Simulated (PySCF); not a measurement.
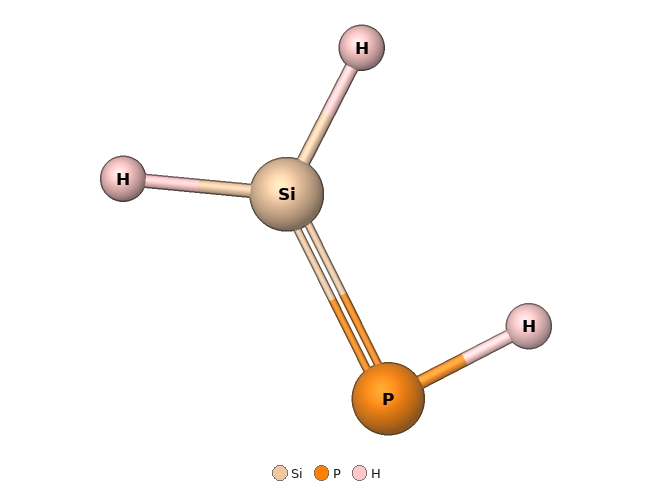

All atoms lie in one plane, which faces the viewer. The computed structure is the end point of a PBE0-D3(BJ)/def2-TZVP optimisation. No frequency run is at hand to confirm it as a minimum.

Which symmetry elements does this geometry have?

Answer. It has 1 mirror plane, so the point group is Cs. The group has 2 operations. The geometry is achiral, and symmetry allows a dipole moment.
